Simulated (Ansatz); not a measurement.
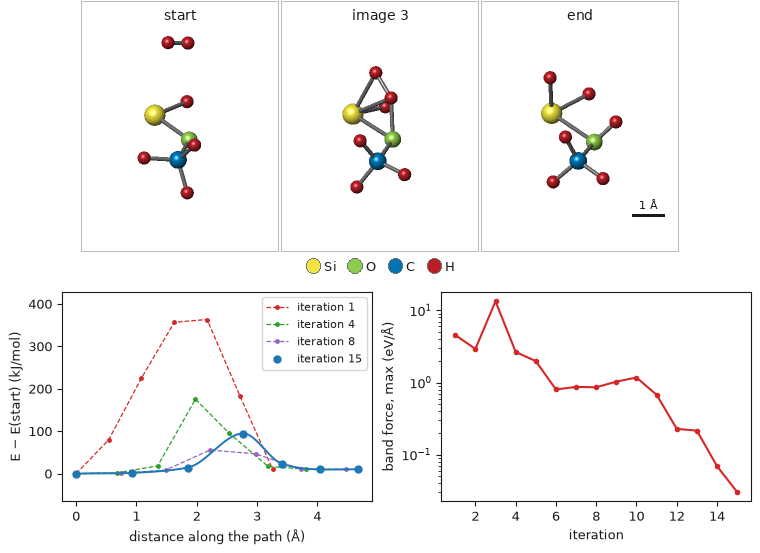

NEB run on CH6OSi, made up of CH4OSi and H2. Images are numbered from 0 (start) to 6 (end). The plot follows the band through its iterations. The picture is a ball-and-stick view, seen from a free direction.

All numbers below come from RKS PBE0-D4/def2-SVP in Ansatz.

The input:
```yaml
crystal:
  periodic: [false, false, false]
  atoms:
    - {symbol: Si, position_ang: [-0.473379, -0.529739, 1.216153]}
    - {symbol: O, position_ang: [0.355919, -0.612842, -0.209298]}
    - {symbol: C, position_ang: [1.427133, 0.253295, -0.515036]}
    - {symbol: H, position_ang: [-2.637227, 0.247333, 0.062876]}
    - {symbol: H, position_ang: [-1.434180, -1.671142, 0.870208]}
    - {symbol: H, position_ang: [-2.380907, 0.874207, 0.394808]}
    - {symbol: H, position_ang: [1.173797, 0.844753, -1.398356]}
    - {symbol: H, position_ang: [2.316981, -0.340464, -0.736623]}
    - {symbol: H, position_ang: [1.651964, 0.934601, 0.315268]}
basis:
  gaussian: {orbitals: def2-SVP}
hamiltonian: {xc: pbe0, dispersion: d4}
neb:
  images: 5
  climbing: true
  max_iterations: 40
  initial_path: idpp
  final_atoms:
    - {symbol: Si, position_ang: [-0.753234, -0.910371, 1.364737]}
    - {symbol: O, position_ang: [-0.071832, -0.446980, -0.468445]}
    - {symbol: C, position_ang: [1.035711, 0.459380, -0.503686]}
    - {symbol: H, position_ang: [-0.809968, -0.097648, -0.978672]}
    - {symbol: H, position_ang: [-1.970531, -1.496426, 0.653948]}
    - {symbol: H, position_ang: [-1.379214, 0.489063, 1.434995]}
    - {symbol: H, position_ang: [1.399215, 0.547953, -1.527789]}
    - {symbol: H, position_ang: [1.802918, 0.020431, 0.131361]}
    - {symbol: H, position_ang: [0.747034, 1.434599, -0.106449]}
```

Launched with:
```bash
ansatz run in.yaml --threads 2 --pin off --events-out ev --progress --plain --max-ram 4352MiB
```

Q: How did the profile develop, and is the result final?

A: The run is converged, with reservations. The band converged in 15 iterations. The largest component of the band force went from 4.6 to 0.03 eV/Å. The climbing image converged on the top of the path. Its curvatures weren't checked. The largest force component is 0.51 eV/Å at the start and 0.38 eV/Å at the end; an end with forces this large is no minimum, and the barrier measured from it can be far off. The first iteration put the highest image at 363.4 kJ/mol. The highest point, image 3, lies 94.7 kJ/mol above the start and 84.2 kJ/mol above the end; the end is at +10.5 kJ/mol relative to the start.

Limits of the set-up: the start holds two separate molecules, 2.4 Å apart at their closest, whose relative position is a soft coordinate.

Cost: 2 min on 2 threads of Arm Neoverse V1 (shared host).
